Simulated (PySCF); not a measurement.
**SOF2 (thionyl fluoride) at SVWN5/STO-3G**

Aim: the vertical ionisation energy of SOF2 (thionyl fluoride) at SVWN5/STO-3G, from 2 runs. The job is set up through a Python script.

Program for the calculation: PySCF 2.14.0.

13 further runs of the same task are left out: 4 that didn't finish, 9 set aside as unsound or not needed.

## 1. The molecule

SOF2: 4 atoms, total charge 0, spin state singlet. SMILES: `O=S(F)F`. The coordinates come from a PBE0-D4/def2-TZVP relaxation.

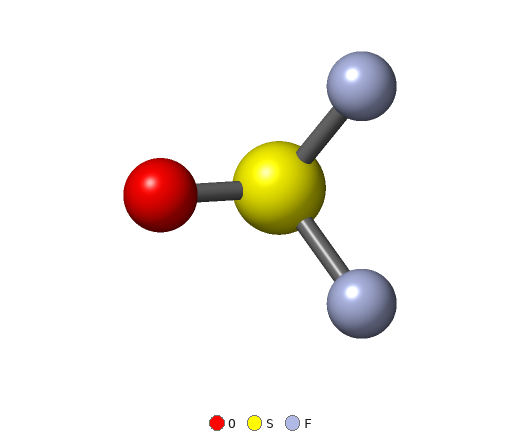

Viewed from a chosen angle; oxygen red, sulfur yellow, fluorine light blue.

## 2. A single-point energy at SVWN5/STO-3G

input.xyz

```xyz
4
F2OS
O      0.932400     0.066600    -1.017800
S     -0.151300    -0.426200    -0.245700
F     -1.124400     0.804200     0.000400
F      0.343300    -0.444600     1.263100
```

calc.py

```python
from pyscf import gto, dft

mol = gto.Mole()
mol.atom = 'input.xyz'
mol.basis = 'sto-3g'
mol.max_memory = 1860
mol.verbose = 4
mol.build()

mf = dft.RKS(mol)
mf.xc = 'svwn'
mf.grids.level = 5
mf.conv_tol = 1e-10
mf.kernel()
if not mf.converged:
    mf = mf.newton().run(mf.mo_coeff, mf.mo_occ)

e_final = mf.e_tot
print('E(%s) = %.9f' % ('SVWN5', e_final))
```

Launch:

```bash
OMP_NUM_THREADS=1 python calc.py
```

Output:

```text
PySCF version 2.14.0

[INPUT] num. atoms = 4
[INPUT] num. electrons = 42
[INPUT] charge = 0
[INPUT] spin (= nelec alpha-beta = 2S) = 0
[INPUT] symmetry False subgroup None
[INPUT] Mole.unit = angstrom
[INPUT] Symbol           X                Y                Z      unit          X                Y                Z       unit  Magmom
[INPUT]  1 O      0.932400000000   0.066600000000  -1.017800000000 AA    1.761980638544   0.125855759896  -1.923363249582 Bohr   0.0
[INPUT]  2 S     -0.151300000000  -0.426200000000  -0.245700000000 AA   -0.285915562647  -0.805401274290  -0.464305708806 Bohr   0.0
[INPUT]  3 F     -1.124400000000   0.804200000000   0.000400000000 AA   -2.124808054461   1.519717749375   0.000755890450 Bohr   0.0
[INPUT]  4 F      0.343300000000  -0.444600000000   1.263100000000 AA    0.648742978563  -0.840172234982   2.386913067938 Bohr   0.0

nuclear repulsion = 193.929517224793
number of shells = 14
number of NR pGTOs = 72
number of NR cGTOs = 24
basis = sto-3g
ecp = {}

******** <class 'pyscf.dft.rks.RKS'> ********
method = RKS
initial guess = minao
damping factor = 0
level_shift factor = 0
DIIS = <class 'pyscf.scf.diis.CDIIS'>
diis_start_cycle = 1
diis_space = 8
diis_damp = 0
SCF conv_tol = 1e-10
SCF conv_tol_grad = None
SCF max_cycles = 50
direct_scf = True
direct_scf_tol = 1e-13
XC library pyscf.dft.libxc version 7.0.0
    S. Lehtola, C. Steigemann, M. J.T. Oliveira, and M. A.L. Marques.,  SoftwareX 7, 1–5 (2018)
XC functionals = svwn
    P. A. M. Dirac.,  Math. Proc. Cambridge Philos. Soc. 26, 376 (1930)
    F. Bloch.,  Z. Phys. 57, 545 (1929)
    S. H. Vosko, L. Wilk, and M. Nusair.,  Can. J. Phys. 58, 1200 (1980)
radial grids:
    Treutler-Ahlrichs [JCP 102, 346 (1995); DOI:10.1063/1.469408] (M4) radial grids

becke partition: Becke, JCP 88, 2547 (1988); DOI:10.1063/1.454033
pruning grids: <function nwchem_prune>
grids dens level: 5
symmetrized grids: False
atomic radii adjust function: <function treutler_atomic_radii_adjust>
small_rho_cutoff = 0
Set gradient conv threshold to 1e-05
Initial guess from minao.
tot grids = 173784
init E= -662.17296403758
  HOMO = -0.309748997685782  LUMO = -0.0036859098051257  gap/eV = 8.32840
cycle= 1 E= -660.976021932343  delta_E=  1.2  |g|= 0.918  |ddm|= 3.16
  HOMO = 0.039879554843233  LUMO = 0.211421960138829  gap/eV = 4.66791
cycle= 2 E= -658.05392176967  delta_E= 2.92  |g|= 3.23  |ddm|= 4.98
  HOMO = 0.00409231337650376  LUMO = 0.156702921756136  gap/eV = 4.15275
cycle= 3 E= -660.757785564814  delta_E= -2.7  |g|= 1.26  |ddm|= 4.46
  HOMO = -0.04917356307564  LUMO = 0.14580864974405  gap/eV = 5.30574
cycle= 4 E= -661.289131194391  delta_E= -0.531  |g|= 0.215  |ddm|= 1.99
  HOMO = -0.0617691085326907  LUMO = 0.137053663797127  gap/eV = 5.41024
cycle= 5 E= -661.300024581386  delta_E= -0.0109  |g|= 0.0864  |ddm|= 0.161
  HOMO = -0.066133404973171  LUMO = 0.13765659778013  gap/eV = 5.54541
cycle= 6 E= -661.302263977445  delta_E= -0.00224  |g|= 0.00598  |ddm|= 0.124
  HOMO = -0.0660861796769207  LUMO = 0.137392342608898  gap/eV = 5.53693
cycle= 7 E= -661.302275512106  delta_E= -1.15e-05  |g|= 0.00123  |ddm|= 0.00922
  HOMO = -0.0660427881871932  LUMO = 0.13740137928114  gap/eV = 5.53600
cycle= 8 E= -661.30227588636  delta_E= -3.74e-07  |g|= 0.000627  |ddm|= 0.00199
  HOMO = -0.0660059562215872  LUMO = 0.137410285817061  gap/eV = 5.53524
cycle= 9 E= -661.30227602785  delta_E= -1.41e-07  |g|= 1.53e-05  |ddm|= 0.000995
  HOMO = -0.0660063107877891  LUMO = 0.137411219359254  gap/eV = 5.53527
cycle= 10 E= -661.302276027955  delta_E= -1.04e-10  |g|= 2.14e-06  |ddm|= 3.95e-05
  HOMO = -0.0660063648420705  LUMO = 0.1374112471646  gap/eV = 5.53528
cycle= 11 E= -661.302276027954  delta_E= 2.27e-13  |g|= 1.08e-07  |ddm|= 4.1e-06
  HOMO = -0.0660063372308156  LUMO = 0.137411248026938  gap/eV = 5.53527
Extra cycle  E= -661.302276027955  delta_E= -2.27e-13  |g|= 3.89e-07  |ddm|= 6.57e-07
converged SCF energy = -661.302276027955
E(SVWN5) = -661.302276028
```

Wall time 1.9 s (1 thread of Arm Neoverse V2, shared host); peak memory 0.15 GiB.

## 3. The doublet cation

run.py

```python
from pyscf import gto, dft

mol = gto.M(
    atom='''
O      0.932400     0.066600    -1.017800
S     -0.151300    -0.426200    -0.245700
F     -1.124400     0.804200     0.000400
F      0.343300    -0.444600     1.263100
''',
    max_memory=1860,
    verbose=3,
    spin=1,
    basis='sto-3g',
    charge=1,
)

calc0 = dft.UKS(mol, xc='svwn')
calc0.grids.level = 5
calc0.conv_tol = 1e-10
calc0.kernel()
if not calc0.converged:
    calc0 = calc0.newton().run(calc0.mo_coeff, calc0.mo_occ)

energy = calc0.e_tot
print('Final energy', energy)
```

Launch:

```bash
OMP_NUM_THREADS=1 python run.py
```

Output:

```text
converged SCF energy = -661.04067591626  <S^2> = 0.75241743  2S+1 = 2.002416
Final energy -661.0406759162599
```

It took 3.3 s on 1 thread of Arm Neoverse V2, shared host; peak memory 0.15 GiB.

## 4. Outcome

At SVWN5/STO-3G:

| quantity | value |
| --- | --- |
| singlet SOF2: total energy | -661.30228 Eh |
| singlet SOF2: dipole moment | 1.52 D |
| singlet SOF2: HOMO energy | -1.80 eV |
| singlet SOF2: LUMO energy | 3.74 eV |
| singlet SOF2: HOMO–LUMO gap | 5.54 eV |
| doublet cation: total energy | -661.04068 Eh |
| doublet cation: HOMO energy (highest over α and β) | -13.32 eV |
| doublet cation: LUMO energy (lowest over α and β) | -12.37 eV |
| doublet cation: ⟨S²⟩ | 0.752 |
| vertical ionisation energy (to the doublet cation) | 7.119 eV |

What this shows: The vertical ionisation energy comes to 7.12 eV (687 kJ/mol). The negative HOMO energy of the first species, 1.80 eV, lies 5.32 eV below that difference. In a minimal basis such a difference can be off by several eV, whatever the method.
